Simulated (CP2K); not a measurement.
# [NH2]− (SMILES [NH2-]) at MP2/aug-cc-pVTZ

What is the energy change on altering one bond length of [NH2]− at MP2/aug-cc-pVTZ? 

The calculation is run with CP2K 2026.2.

## Step 1: Starting point

The species is [NH2]− (3 atoms), meant as a singlet with charge -1. As SMILES, `[NH2-]`. The coordinates come from a PBE0-D4/def2-TZVPD relaxation.

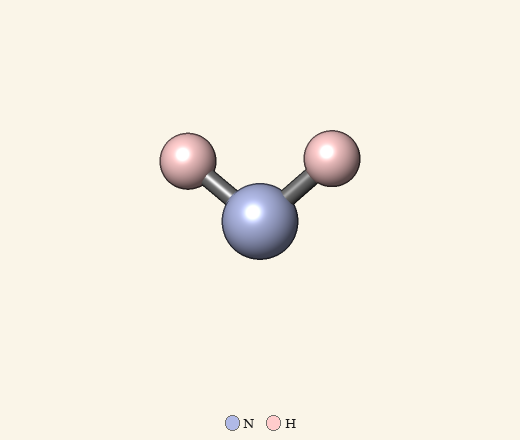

The structure, seen from a chosen angle (nitrogen light blue, hydrogen pink).

## Step 2: A single-point energy at MP2/aug-cc-pVTZ

The input, run.inp:

```
&GLOBAL
    PROJECT run
    RUN_TYPE ENERGY
    PRINT_LEVEL MEDIUM
&END GLOBAL
&FORCE_EVAL
    METHOD QS
    &DFT
        BASIS_SET_FILE_NAME ./aug_cc_pvtz.basis
        POTENTIAL_FILE_NAME POTENTIAL
        CHARGE -1
        &QS
            METHOD GAPW
            EPS_DEFAULT 1.0E-10
        &END QS
        &MGRID
            CUTOFF 280
            REL_CUTOFF 50
            NGRIDS 4
        &END MGRID
        &POISSON
            PERIODIC NONE
            POISSON_SOLVER WAVELET
        &END POISSON
        # self-consistent field
        &SCF
            SCF_GUESS ATOMIC
            EPS_SCF 1.0E-07
            MAX_SCF 100
            ADDED_MOS 3
            &DIAGONALIZATION
                ALGORITHM STANDARD
            &END DIAGONALIZATION
            &MIXING
                METHOD DIRECT_P_MIXING
                ALPHA 0.4
            &END MIXING
        &END SCF
        # exchange and correlation
        &XC
            &XC_FUNCTIONAL NONE
            &END XC_FUNCTIONAL
            # exact exchange
            &HF
                FRACTION 1
                &SCREENING
                    EPS_SCHWARZ 1.0E-10
                &END SCREENING
                &MEMORY
                    MAX_MEMORY 1050
                &END MEMORY
            &END HF
            # correlation from orbitals
            &WF_CORRELATION
                &MP2
                    METHOD DIRECT_CANONICAL
                &END MP2
                MEMORY 900
            &END WF_CORRELATION
        &END XC
        &PRINT
            &MOMENTS
                PERIODIC F
                REFERENCE COM
                MAX_MOMENT 1
            &END MOMENTS
            &MO ON
                ENERGIES T
                OCCUPATION_NUMBERS T
                NDIGITS 6
                &EACH
                    QS_SCF 0
                &END EACH
                ADD_LAST NUMERIC
            &END MO
            &LOWDIN ON
            &END LOWDIN
            &HIRSHFELD OFF
            &END HIRSHFELD
        &END PRINT
    &END DFT
    &SUBSYS
        &CELL
            ABC 13 13 13
            PERIODIC NONE
        &END CELL
        &COORD
            UNIT bohr
            N      0.6466643    -0.3836144     0.3187968
            H      0.2371606     1.5140486     0.2947973
            H     -0.8838249    -1.1304342    -0.6135941
        &END COORD
        &TOPOLOGY
            &CENTER_COORDINATES
            &END CENTER_COORDINATES
        &END TOPOLOGY
        &KIND N
            BASIS_SET aug-cc-pVTZ
            POTENTIAL ALL
            LEBEDEV_GRID 194
            RADIAL_GRID 100
        &END KIND
        &KIND H
            BASIS_SET aug-cc-pVTZ
            POTENTIAL ALL
            LEBEDEV_GRID 194
            RADIAL_GRID 100
        &END KIND
    &END SUBSYS
&END FORCE_EVAL
```

Started as:

```bash
$ OMP_NUM_THREADS=1 cp2k.psmp -i run.inp -o run.out
```

The program printed:

```text
CP2K| version string:                                       CP2K version 2026.2
[...]
 GLOBAL| Method name                                                        CP2K
[...]
 GLOBAL| Run type                                                         ENERGY
[...]
 DFT| Spin restricted Kohn-Sham (RKS) calculation                            RKS
 DFT| Multiplicity                                                             1
[...]
 DFT| Charge                                                                  -1
[...]
 QS| Method:                                                                GAPW
[...]
 QS| Density cutoff [a.u.]:                                                140.0
[...]
 QS| Relative density cutoff [a.u.]:                                        25.0
[...]
                             - Atoms:                                          3
[...]
                             - Spherical basis functions:                     92
[...]
 Number of electrons:                                                         10
[...]
     1 P_Mix/Diag. 0.40E+00    4.9    41.54101496       -59.1658669353 -5.92E+01
[...]
    22 DIIS/Diag.  0.40E-07    1.3     0.00000006       -55.5484062580 -4.26E-14
  *** SCF run converged in    22 steps ***
[...]
  Overlap energy of the core charge distribution:               0.00000024186381
  Self energy of the core charge distribution:                -50.62052466092338
  Core Hamiltonian energy:                                     -6.45420791769212
  Hartree energy:                                              17.56079284036983
  Exchange-correlation energy:                                  0.00000000000000
  Hartree-Fock Exchange energy:                                -7.42651083522079
[...]
                     Mulliken Population Analysis
 #  Atom  Element  Kind  Atomic population                           Net charge
       1     N        1          8.222813                             -1.222813
       2     H        2          0.888606                              0.111394
       3     H        2          0.888581                              0.111419
 # Total charge                             10.000000                 -1.000000
[...]
  Dipole moment [Debye]
    X= -0.1189917E+01 Y=  0.7059188E+00 Z= -0.5866099E+00  Total=      1.5027760
[...]
 ENERGY| Total FORCE_EVAL ( QS ) energy [hartree]            -55.824739389940056
[...]
```

Wall time 35 s (1 thread of Arm Neoverse V2, shared host); peak memory 0.9 GiB.

## Step 3: The distorted shape

The input, gas.inp:

```
&GLOBAL
    PROJECT_NAME gas
    RUN_TYPE ENERGY
    PRINT_LEVEL MEDIUM
&END GLOBAL

&FORCE_EVAL
    METHOD QS
    &DFT
        BASIS_SET_FILE_NAME ./aug_cc_pvtz.basis
        POTENTIAL_FILE_NAME POTENTIAL
        CHARGE -1
        MULTIPLICITY 1
        &QS
            METHOD GAPW
            EPS_DEFAULT 1.0E-10
        &END QS
        &MGRID
            CUTOFF 280
            REL_CUTOFF 50
            NGRIDS 4
        &END MGRID
        ! no periodic images
        &POISSON
            PERIODIC NONE
            POISSON_SOLVER WAVELET
        &END POISSON
        ! SCF settings
        &SCF
            SCF_GUESS ATOMIC
            EPS_SCF 1.0E-07
            MAX_SCF 100
            ADDED_MOS 10
            &DIAGONALIZATION
                ALGORITHM STANDARD
            &END DIAGONALIZATION
            &MIXING
                METHOD DIRECT_P_MIXING
                ALPHA 0.4
            &END MIXING
        &END SCF
        ! functional
        &XC
            &XC_FUNCTIONAL NONE
            &END XC_FUNCTIONAL
            ! exact exchange
            &HF
                FRACTION 1
                &SCREENING
                    EPS_SCHWARZ 1.0E-10
                    SCREEN_ON_INITIAL_P F
                &END SCREENING
                &INTERACTION_POTENTIAL
                    POTENTIAL_TYPE COULOMB
                &END INTERACTION_POTENTIAL
                &MEMORY
                    MAX_MEMORY 1050
                &END MEMORY
            &END HF
            &WF_CORRELATION
                &MP2
                    METHOD DIRECT_CANONICAL
                &END MP2
                MEMORY 900
            &END WF_CORRELATION
        &END XC
        ! extra output
        &PRINT
            &MOMENTS
                PERIODIC F
                REFERENCE COM
                MAX_MOMENT 1
            &END MOMENTS
            &MO ON
                ENERGIES T
                OCCUPATION_NUMBERS T
                NDIGITS 6
                &EACH
                    QS_SCF 0
                &END EACH
                ADD_LAST NUMERIC
            &END MO
            &LOWDIN ON
            &END LOWDIN
            &HIRSHFELD OFF
            &END HIRSHFELD
        &END PRINT
    &END DFT
    ! atoms, cell and kinds
    &SUBSYS
        ! box in angstrom
        &CELL
            ABC [angstrom] 13.2 13.2 13.2
            PERIODIC NONE
        &END CELL
        &COORD
            N      0.374704    -0.353627     0.170605
            H      0.125500     0.801200     0.156000
            H     -0.435196    -0.748827    -0.322795
        &END COORD
        &TOPOLOGY
            &CENTER_COORDINATES
            &END CENTER_COORDINATES
        &END TOPOLOGY
        &KIND N
            BASIS_SET aug-cc-pVTZ
            POTENTIAL ALL
            LEBEDEV_GRID 194
            RADIAL_GRID 100
        &END KIND
        &KIND H
            BASIS_SET aug-cc-pVTZ
            POTENTIAL ALL
            LEBEDEV_GRID 194
            RADIAL_GRID 100
        &END KIND
    &END SUBSYS
&END FORCE_EVAL
```

Started as:

```bash
$ OMP_NUM_THREADS=1 cp2k.psmp gas.inp > gas.out
```

The program printed:

```text
CP2K| version string:                                       CP2K version 2026.2
[...]
 GLOBAL| Method name                                                        CP2K
[...]
 GLOBAL| Run type                                                         ENERGY
[...]
 DFT| Spin restricted Kohn-Sham (RKS) calculation                            RKS
 DFT| Multiplicity                                                             1
[...]
 DFT| Charge                                                                  -1
[...]
 QS| Method:                                                                GAPW
[...]
 QS| Density cutoff [a.u.]:                                                140.0
[...]
 QS| Relative density cutoff [a.u.]:                                        25.0
[...]
                             - Atoms:                                          3
[...]
                             - Spherical basis functions:                     92
[...]
 Number of electrons:                                                         10
[...]
     1 P_Mix/Diag. 0.40E+00    4.7    39.41868688       -59.0219278063 -5.90E+01
[...]
    22 DIIS/Diag.  0.44E-07    1.2     0.00000008       -55.5328196027 -1.14E-13
  *** SCF run converged in    22 steps ***
[...]
  Overlap energy of the core charge distribution:               0.00000012158173
  Self energy of the core charge distribution:                -50.62052466092338
  Core Hamiltonian energy:                                     -6.62297365386443
  Hartree energy:                                              17.72602265817322
  Exchange-correlation energy:                                  0.00000000000000
  Hartree-Fock Exchange energy:                                -7.36565092885009
[...]
                     Mulliken Population Analysis
 #  Atom  Element  Kind  Atomic population                           Net charge
       1     N        1          8.185639                             -1.185639
       2     H        2          0.934006                              0.065994
       3     H        2          0.880355                              0.119645
 # Total charge                             10.000000                 -1.000000
[...]
  Dipole moment [Debye]
    X= -0.1069522E+01 Y=  0.3195417E+00 Z= -0.5611123E+00  Total=      1.2493325
[...]
 ENERGY| Total FORCE_EVAL ( QS ) energy [hartree]            -55.811383971484730
[...]
```

It took 35 s on 1 thread of Arm Neoverse V2, shared host; peak memory 0.9 GiB.

## Step 4: Summary of results

At MP2/aug-cc-pVTZ:

```
                                                              quantity         value
                                             first shape: total energy  -55.82474 Eh
                      first shape: HOMO energy (Hartree–Fock orbitals)      -1.33 eV
                      first shape: LUMO energy (Hartree–Fock orbitals)       4.50 eV
    first shape: HOMO–LUMO gap (to an unbound level, set by the basis)       5.84 eV
                                       first shape: correlation energy    -276.3 mEh
                                         distorted shape: total energy  -55.81138 Eh
                  distorted shape: HOMO energy (Hartree–Fock orbitals)      -1.51 eV
                  distorted shape: LUMO energy (Hartree–Fock orbitals)       4.50 eV
distorted shape: HOMO–LUMO gap (to an unbound level, set by the basis)       6.01 eV
                                   distorted shape: correlation energy    -278.6 mEh
     energy change with the N1–H2 bond stretched from 1.027 to 1.181 Å      0.363 eV
```

In words: With the N1–H2 bond stretched from 1.027 to 1.181 Å the energy rises by 0.36 eV (8.4 kcal/mol). The first shape isn't relaxed at this level, so the change isn't measured from a minimum.
